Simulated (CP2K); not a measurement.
# InPH6O3 (SMILES [OH][In-]([OH])([OH])[PH3+]) at GFN2-xTB

Aim: the vertical ionisation energy of InPH6O3 at GFN2-xTB, from 2 runs. 

The calculation is run with CP2K 2026.2.

6 further runs of the same task are left out: 2 that didn't finish, 4 set aside as unsound or not needed.

**1. The molecule**

InPH6O3: 11 atoms, total charge 0, spin state singlet. SMILES: `[OH][In-]([OH])([OH])[PH3+]`. The shape comes from a force field and isn't a relaxed structure. This is one conformer, not always the lowest.

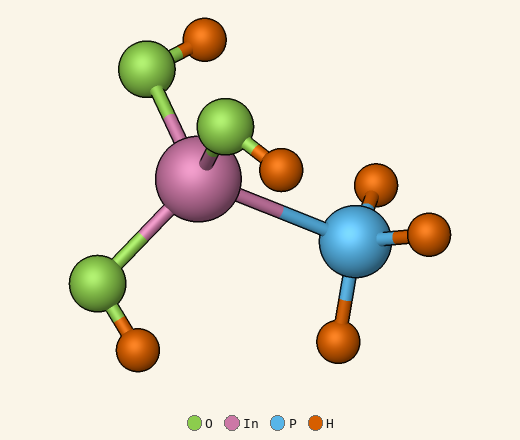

The structure, seen from a chosen angle (oxygen green, indium pink, phosphorus blue, hydrogen orange).

**2. Energy and forces at GFN2-xTB**

Input file mol.inp:

```
&FORCE_EVAL
    METHOD QUICKSTEP
    &DFT
        CHARGE 0
        MULTIPLICITY 1
        ! Quickstep
        &QS
            METHOD XTB
            EPS_DEFAULT 1.0E-10
            &XTB
                GFN_TYPE TBLITE
                &TBLITE
                    METHOD GFN2
                &END
                CHECK_ATOMIC_CHARGES F
            &END
        &END
        ! isolated system
        &POISSON
            PERIODIC NONE
            POISSON_SOLVER ANALYTIC
        &END
        ! self-consistent field
        &SCF
            SCF_GUESS ATOMIC
            EPS_SCF 1.0E-07
            MAX_SCF 150
            ADDED_MOS 2
            &DIAGONALIZATION
                ALGORITHM STANDARD
            &END
            &MIXING
                METHOD DIRECT_P_MIXING
                ALPHA 0.4
            &END
            &SMEAR ON
                METHOD FERMI_DIRAC
                ELECTRONIC_TEMPERATURE [K] 300
            &END
        &END
        ! extra output
        &PRINT
            &MOMENTS
                PERIODIC F
                REFERENCE COM
                MAX_MOMENT 1
            &END
            &MO ON
                ENERGIES T
                OCCUPATION_NUMBERS T
                NDIGITS 6
                &EACH
                    QS_SCF 0
                &END
                ADD_LAST NUMERIC
            &END
            &HIRSHFELD OFF
            &END
        &END
    &END
    ! structure
    &SUBSYS
        &CELL
            ABC [angstrom] 12.3 12.2 12.4
            PERIODIC NONE
        &END
        &COORD
            SCALED T
            O    0.38121951   0.56484426   0.67756855
            In   0.47360163   0.47940984   0.57902823
            O    0.62051220   0.46809836   0.64348790
            O    0.41667480   0.32955738   0.56022177
            P    0.48700813   0.57018852   0.39907661
            H    0.32458537   0.60511475   0.62710887
            H    0.67541463   0.47043443   0.58242339
            H    0.36611382   0.33644262   0.49592339
            H    0.42723577   0.67044262   0.40598790
            H    0.59673984   0.59395902   0.37939919
            H    0.44349593   0.50079508   0.32243145
        &END
    &END
    &PRINT
        &FORCES ON
        &END
    &END
&END

&GLOBAL
    PROJECT mol
    RUN_TYPE ENERGY_FORCE
    PRINT_LEVEL MEDIUM
&END
```

On the command line:

```console
$ OMP_NUM_THREADS=1 cp2k.psmp -i mol.inp > mol.out 2>&1
```

The program printed:

```text
CP2K| version string:                                       CP2K version 2026.2
[...]
 GLOBAL| Method name                                                        CP2K
[...]
 GLOBAL| Run type                                                   ENERGY_FORCE
[...]
                             - Atoms:                                         11
[...]
                             - Spherical basis functions:                     36
[...]
 Number of electrons:                                                         32
[...]
  *** SCF run converged in    24 steps ***
[...]
  Fermi energy:                                                -0.30201841906813
[...]
 TB_DIPOLE| Moment [Debye]         -0.31285488       4.95057969     -10.91089823
 TB_DIPOLE| Derivative [a.u.]       0.00000000       0.00000000       0.00000000
[...]
 ENERGY| Total FORCE_EVAL ( QS ) energy [hartree]            -18.949994483142998
 FORCES| Atomic forces [hartree/bohr]
 FORCES|   Atom     x               y               z               |f|
 FORCES|      1 -3.98979191E-02  3.10532366E-02 -4.66677355E-02   6.88042512E-02
 FORCES|      2  6.10659119E-03 -2.13670378E-02  4.76235423E-02   5.25532353E-02
 FORCES|      3  2.36750071E-02  6.65856387E-03 -4.06556981E-02   4.75155576E-02
 FORCES|      4 -2.54614421E-02  1.08673548E-02 -4.22214626E-02   5.04879821E-02
 FORCES|      5 -1.22459659E-03  1.27619910E-02  8.93240044E-03   1.56254865E-02
 FORCES|      6  3.59871877E-02 -2.65963144E-02  4.07962017E-02   6.05538743E-02
 FORCES|      7 -2.37686798E-02 -3.80612734E-03  3.38283951E-02   4.15186351E-02
 FORCES|      8  2.15480966E-02 -1.03524781E-02  3.36881765E-02   4.13084435E-02
 FORCES|      9  1.19243198E-02 -1.30371002E-02 -1.44129944E-02   2.28010919E-02
 FORCES|     10 -1.29008841E-02  2.55164676E-03 -1.09005773E-02   1.70811679E-02
 FORCES|     11  4.01231926E-03  1.12662648E-02 -1.00102482E-02   1.55959129E-02
 FORCES| Sum    -1.08420217E-16  9.88792381E-17  7.63278329E-17
 FORCES| Total atomic force                                       1.65402495E-16
[...]
```

Run time: 1.1 s. Hardware: 1 thread of Intel Xeon Platinum 8375C at 2.90GHz (Ice Lake), shared host; peak memory 0.19 GiB.

**3. The doublet cation at the same level**

Input file mol.inp:

```
&GLOBAL
  PROJECT mol
  RUN_TYPE ENERGY_FORCE
  PRINT_LEVEL MEDIUM
&END

&FORCE_EVAL
  METHOD QS
  &DFT
    CHARGE 1
    MULTIPLICITY 2
    UNRESTRICTED_KOHN_SHAM T
    ! Quickstep
    &QS
      METHOD XTB
      EPS_DEFAULT 1.0E-10
      &XTB
        GFN_TYPE TBLITE
        &TBLITE
          METHOD GFN2
        &END
        CHECK_ATOMIC_CHARGES F
      &END
    &END
    ! isolated system
    &POISSON
      PERIODIC NONE
      POISSON_SOLVER ANALYTIC
    &END
    ! SCF settings
    &SCF
      SCF_GUESS ATOMIC
      EPS_SCF 1.0E-07
      MAX_SCF 150
      ADDED_MOS 8
      &DIAGONALIZATION
        ALGORITHM STANDARD
      &END
      &MIXING
        METHOD DIRECT_P_MIXING
        ALPHA 0.4
      &END
      &SMEAR ON
        METHOD FERMI_DIRAC
        ELECTRONIC_TEMPERATURE [K] 300
      &END
    &END
    ! extra output
    &PRINT
      &MOMENTS
        PERIODIC F
        REFERENCE COM
        MAX_MOMENT 1
      &END
      &MO ON
        ENERGIES T
        OCCUPATION_NUMBERS T
        NDIGITS 6
        &EACH
          QS_SCF 0
        &END
        ADD_LAST NUMERIC
      &END
      &HIRSHFELD OFF
      &END
    &END
  &END
  ! structure
  &SUBSYS
    ! box in angstrom
    &CELL
      ABC 12.3 12.2 12.4
      PERIODIC NONE
    &END
    &COORD
      SCALED T
      O    0.38121951   0.56484426   0.67756855
      In   0.47360163   0.47940984   0.57902823
      O    0.62051220   0.46809836   0.64348790
      O    0.41667480   0.32955738   0.56022177
      P    0.48700813   0.57018852   0.39907661
      H    0.32458537   0.60511475   0.62710887
      H    0.67541463   0.47043443   0.58242339
      H    0.36611382   0.33644262   0.49592339
      H    0.42723577   0.67044262   0.40598790
      H    0.59673984   0.59395902   0.37939919
      H    0.44349593   0.50079508   0.32243145
    &END
  &END
  ! extra output
  &PRINT
    &FORCES ON
    &END
  &END
&END
```

On the command line:

```console
$ OMP_NUM_THREADS=1 cp2k.psmp mol.inp > mol.out
```

The program printed:

```text
CP2K| version string:                                       CP2K version 2026.2
[...]
 GLOBAL| Method name                                                        CP2K
[...]
 GLOBAL| Run type                                                   ENERGY_FORCE
[...]
                             - Atoms:                                         11
[...]
                             - Spherical basis functions:                     36
[...]
 Number of electrons:                                                         16
[...]
  *** SCF run converged in    51 steps ***
[...]
  Fermi energy:                                                -0.61668411551798
[...]
 TB_DIPOLE| Moment [Debye]         -0.46371663       4.96645327     -11.21523738
 TB_DIPOLE| Derivative [a.u.]       0.00000000       0.00000000       0.00000000
[...]
 ENERGY| Total FORCE_EVAL ( QS ) energy [hartree]            -18.440230237531626
 FORCES| Atomic forces [hartree/bohr]
 FORCES|   Atom     x               y               z               |f|
 FORCES|      1 -3.86864060E-02  2.58012152E-02 -4.18270328E-02   6.25447151E-02
 FORCES|      2  6.29033317E-03 -9.53519633E-03  2.58617409E-02   2.82722108E-02
 FORCES|      3  2.24980336E-02  4.13091106E-03 -3.54510115E-02   4.21900481E-02
 FORCES|      4 -2.52372221E-02  9.97202038E-03 -3.44506787E-02   4.38543935E-02
 FORCES|      5 -5.79397802E-04  1.47777825E-02  4.52492911E-03   1.54658831E-02
 FORCES|      6  3.17749436E-02 -2.29179319E-02  4.19370760E-02   5.73898683E-02
 FORCES|      7 -1.77559985E-02 -4.39137514E-03  3.36059337E-02   3.82611871E-02
 FORCES|      8  1.92205996E-02 -1.37380092E-02  3.07414923E-02   3.87711709E-02
 FORCES|      9  9.45586064E-03 -1.17076836E-02 -9.63431427E-03   1.78690561E-02
 FORCES|     10 -9.20812698E-03  1.18869493E-03 -7.27507149E-03   1.17953068E-02
 FORCES|     11  2.22738076E-03  6.41957210E-03 -8.03306321E-03   1.05215130E-02
 FORCES| Sum    -7.06899816E-17 -2.60208521E-18 -1.38777878E-17
 FORCES| Total atomic force                                       7.20863187E-17
[...]
```

Run time: 1.4 s. Hardware: 1 thread of Intel Xeon Platinum 8375C at 2.90GHz (Ice Lake), shared host; peak memory 0.19 GiB.

**4. What came out**

Level: GFN2-xTB.

| quantity | value |
| --- | --- |
| singlet InPH6O3: total energy | -18.94999 Eh |
| singlet InPH6O3: dipole moment (from atomic charges alone) | 11.99 D |
| singlet InPH6O3: HOMO energy | -10.96 eV |
| singlet InPH6O3: LUMO energy | -7.34 eV |
| singlet InPH6O3: HOMO–LUMO gap | 3.62 eV |
| singlet InPH6O3: largest force on an atom | 3.538 eV/Å |
| doublet cation: total energy | -18.44023 Eh |
| doublet cation: HOMO energy (highest over α and β) | -16.81 eV |
| doublet cation: LUMO energy (lowest over α and β) | -16.75 eV |
| doublet cation: largest force on an atom | 3.216 eV/Å |
| vertical ionisation energy (to the doublet cation) | 13.871 eV |

What this shows: The vertical ionisation energy comes to 13.87 eV (320 kcal/mol). The largest force (singlet InPH6O3) is 3.54 eV/Å: the shape isn't a stationary point for this species at this level. xTB total energies overstate such differences by several eV unless an empirical shift is taken off; none is applied here. The dipole (singlet InPH6O3) comes from point charges on the atoms alone, without atomic dipoles, so it is partial.
